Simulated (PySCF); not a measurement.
```xyz
15

C    -2.7646    0.3640   -0.2043
C    -1.2804    0.1392   -0.1865
C    -0.6713   -1.1197   -0.1843
C     0.7412   -1.0614   -0.1944
C     1.2413    0.2443   -0.2024
C     2.7005    0.5980   -0.2037
P    -0.0710    1.4296   -0.1978
H    -3.0171    1.4112    0.0341
H    -3.2938   -0.2714    0.5321
H    -3.2251    0.1456   -1.1890
H    -1.2352   -2.0627   -0.1750
H     1.3813   -1.9543   -0.1881
H     3.2361    0.2129    0.6866
H     3.2376    0.1947   -1.0851
H     2.8473    1.6910   -0.2148
```

Geometry: PBE0-D3(BJ)/def2-SVP.

Theory: PBE0/pcSseg-1, SCF density, gas phase, non-relativistic (PySCF 2.14.0).

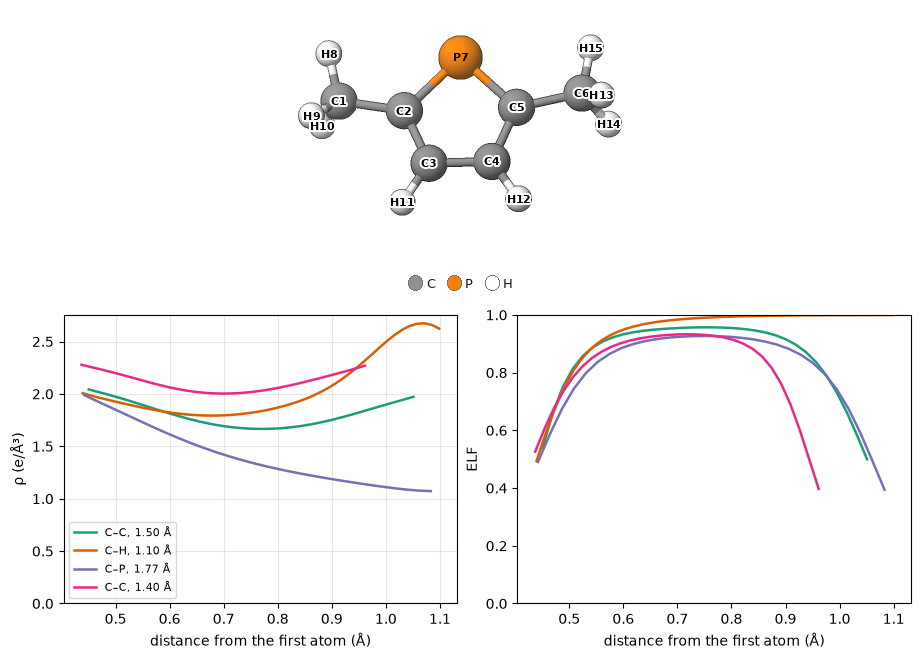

C$_{6}$H$_{8}$P (SMILES Cc1ccc(C)[p-]1) (charge −1). Electron density and electron localisation function along straight lines between neighbouring atoms. The curves leave out the atomic cores. The structure is drawn too.

Compare the contacts.

C–C (1.50 Å): ρ is about 1.7 e/Å³ halfway; the ELF peaks at about 0.95 between the atoms; a covalent bond.
C–H (1.10 Å): the density is about 1.9 e/Å³ at the midpoint; the ELF climbs to about 1 towards the hydrogen, as it does in any bond to H (an ordinary covalent bond to hydrogen).
C–P (1.77 Å): ρ at the midpoint is about 1.2 e/Å³; the ELF peaks at about 0.95 between the atoms; a shared electron pair.
C–C (1.40 Å): ρ at the midpoint is about 2 e/Å³; the ELF peaks at about 0.95 between the atoms; localised, covalent bonding.
